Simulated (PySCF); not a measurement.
**C2HClF2 (SMILES FC(F)=CCl): HF/3-21G**

Aim: the energy change on altering one bond length of C2HClF2 at HF/3-21G, from 2 runs. The job is set up through a Python script.

The results are computed with PySCF 2.14.0.

3 further runs of the same task are left out: 3 set aside as unsound or not needed.

**1. The system as given**

C2HClF2: 6 atoms, total charge 0, spin state singlet. SMILES: `FC(F)=CCl`. The shape is that of a PBE0-D4/def2-TZVP optimisation.

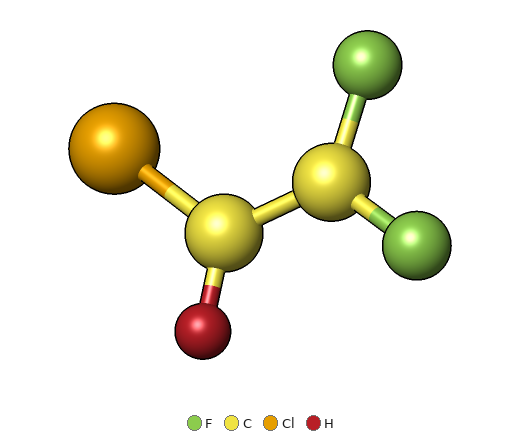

The structure, seen from a chosen angle (fluorine green, carbon yellow, chlorine amber, hydrogen red).

**2. A single-point energy at HF/3-21G**

run.py reads:

```python
# FC(F)=CCl
from pyscf import gto

molecule = gto.M(
    atom='''
F      1.702662    -1.531396     2.536088
C      0.505785    -1.062404     0.416439
F      0.363791    -3.085205    -0.987817
C     -0.412641     1.184424    -0.163556
Cl    -1.963444     1.750699    -2.933044
H     -0.196154     2.743882     1.131889
''',
    spin=0,
    max_memory=1860,
    unit='bohr',
    verbose=4,
    basis='3-21g',
)

mf = molecule.RHF()
mf.conv_tol = 1e-10
mf.kernel()
if not mf.converged:
    mf = mf.newton().run(mf.mo_coeff, mf.mo_occ)

etot = mf.e_tot
print(f'total energy: {etot:.8f} hartree')
```

Started as:

```console
$ OMP_NUM_THREADS=1 python run.py
```

The log of the run:

```text
PySCF version 2.14.0

[INPUT] num. atoms = 6
[INPUT] num. electrons = 48
[INPUT] charge = 0
[INPUT] spin (= nelec alpha-beta = 2S) = 0
[INPUT] symmetry False subgroup None
[INPUT] Mole.unit = bohr
[INPUT] Symbol           X                Y                Z      unit          X                Y                Z       unit  Magmom
[INPUT]  1 F      0.901009928299  -0.810379864094   1.342039974488 AA    1.702662000000  -1.531396000000   2.536088000000 Bohr   0.0
[INPUT]  2 C      0.267649895625  -0.562199985590   0.220370028538 AA    0.505785000000  -1.062404000000   0.416439000000 Bohr   0.0
[INPUT]  3 F      0.192509906738  -1.632620177016  -0.522730244959 AA    0.363791000000  -3.085205000000  -0.987817000000 Bohr   0.0
[INPUT]  4 C     -0.218360213491   0.626770188867  -0.086550107909 AA   -0.412641000000   1.184424000000  -0.163556000000 Bohr   0.0
[INPUT]  5 Cl    -1.039009819718   0.926430013980  -1.552100043426 AA   -1.963444000000   1.750699000000  -2.933044000000 Bohr   0.0
[INPUT]  6 H     -0.103800226631   1.451999823854   0.598969864091 AA   -0.196154000000   2.743882000000   1.131889000000 Bohr   0.0

nuclear repulsion = 213.574869689331
number of shells = 29
number of NR pGTOs = 90
number of NR cGTOs = 51
basis = 3-21g
ecp = {}

******** <class 'pyscf.scf.hf.RHF'> ********
method = RHF
initial guess = minao
damping factor = 0
level_shift factor = 0
DIIS = <class 'pyscf.scf.diis.CDIIS'>
diis_start_cycle = 1
diis_space = 8
diis_damp = 0
SCF conv_tol = 1e-10
SCF conv_tol_grad = None
SCF max_cycles = 50
direct_scf = True
direct_scf_tol = 1e-13
Set gradient conv threshold to 1e-05
Initial guess from minao.
init E= -731.56463911882
  HOMO = -0.198339623089132  LUMO = 0.106640026634475  gap/eV = 8.29892
cycle= 1 E= -730.820647545733  delta_E= 0.744  |g|= 0.682  |ddm|= 2.65
  HOMO = -0.422341325930032  LUMO = 0.059416644025946  gap/eV = 13.10930
cycle= 2 E= -730.91556229684  delta_E= -0.0949  |g|= 0.375  |ddm|= 1.13
  HOMO = -0.391946203715916  LUMO = 0.148319154747236  gap/eV = 14.70137
cycle= 3 E= -730.941110432947  delta_E= -0.0255  |g|= 0.0529  |ddm|= 0.378
  HOMO = -0.383900129228456  LUMO = 0.162688262946979  gap/eV = 14.87343
cycle= 4 E= -730.942040981916  delta_E= -0.000931  |g|= 0.0154  |ddm|= 0.0836
  HOMO = -0.385384793144596  LUMO = 0.160874474769925  gap/eV = 14.86447
cycle= 5 E= -730.94216491168  delta_E= -0.000124  |g|= 0.00467  |ddm|= 0.0343
  HOMO = -0.385574269581716  LUMO = 0.161275119072504  gap/eV = 14.88053
cycle= 6 E= -730.942177083693  delta_E= -1.22e-05  |g|= 0.00126  |ddm|= 0.0129
  HOMO = -0.385287564494825  LUMO = 0.161578364371096  gap/eV = 14.88098
cycle= 7 E= -730.942178055824  delta_E= -9.72e-07  |g|= 0.000496  |ddm|= 0.00303
  HOMO = -0.38530946094387  LUMO = 0.161589013492017  gap/eV = 14.88187
cycle= 8 E= -730.942178156732  delta_E= -1.01e-07  |g|= 0.000128  |ddm|= 0.00105
  HOMO = -0.38531743218877  LUMO = 0.161593293760972  gap/eV = 14.88220
cycle= 9 E= -730.94217816714  delta_E= -1.04e-08  |g|= 5.2e-05  |ddm|= 0.000322
  HOMO = -0.385318049154811  LUMO = 0.161591450156534  gap/eV = 14.88217
cycle= 10 E= -730.942178168611  delta_E= -1.47e-09  |g|= 1.02e-05  |ddm|= 0.000131
  HOMO = -0.385319145275325  LUMO = 0.161590242347309  gap/eV = 14.88216
cycle= 11 E= -730.942178168679  delta_E= -6.73e-11  |g|= 1.9e-06  |ddm|= 3.14e-05
  HOMO = -0.38531880424633  LUMO = 0.161590625102813  gap/eV = 14.88216
Extra cycle  E= -730.942178168679  delta_E= -9.09e-13  |g|= 9.82e-07  |ddm|= 2.65e-06
converged SCF energy = -730.942178168679
total energy: -730.94217817 hartree
```

Wall time 1.2 s (1 thread of Intel Xeon at 2.70GHz, shared host); peak memory 0.12 GiB.

**3. The distorted shape**

run.py reads:

```python
from pyscf import gto

molecule = gto.Mole()
molecule.atom = '''
F      1.840412    -1.868385     2.623078
C      0.643535    -1.399393     0.503429
F      0.501541    -3.422194    -0.900827
C     -0.412641     1.184424    -0.163556
Cl    -1.963444     1.750699    -2.933044
H     -0.196154     2.743882     1.131889
'''
molecule.unit = 'bohr'
molecule.basis = '3-21g'
molecule.max_memory = 1860
molecule.verbose = 3
molecule.build()

myscf = molecule.RHF()
myscf.conv_tol = 1e-10
myscf.kernel()
if not myscf.converged:
    myscf = myscf.newton().run(myscf.mo_coeff, myscf.mo_occ)

e_final = myscf.e_tot
print('E = %.10f Eh' % e_final)
```

Started as:

```console
$ OMP_NUM_THREADS=1 python run.py
```

The log of the run:

```text
converged SCF energy = -730.897157505467
E = -730.8971575055 Eh
```

It took 1.1 s on 1 thread of Intel Xeon at 2.70GHz, shared host; peak memory 0.12 GiB.

**4. Summary of results**

At HF/3-21G:

```
                                                         quantity          value
                                        first shape: total energy  -730.94218 Eh
                                       first shape: dipole moment         1.38 D
                                         first shape: HOMO energy      -10.49 eV
                                         first shape: LUMO energy        4.40 eV
                                       first shape: HOMO–LUMO gap       14.88 eV
                                    distorted shape: total energy  -730.89716 Eh
                                   distorted shape: dipole moment         1.29 D
                                     distorted shape: HOMO energy       -9.60 eV
                                     distorted shape: LUMO energy        3.05 eV
                                   distorted shape: HOMO–LUMO gap       12.65 eV
energy change with the C2–C4 bond stretched from 1.321 to 1.519 Å       1.225 eV
```

In words: With the C2–C4 bond stretched from 1.321 to 1.519 Å the energy rises by 1.23 eV (118 kJ/mol). The first shape isn't relaxed at this level, so the change isn't measured from a minimum. Mulliken charges (distorted shape) run from -0.63 on C4 to +0.86 on C2; they depend strongly on the basis.
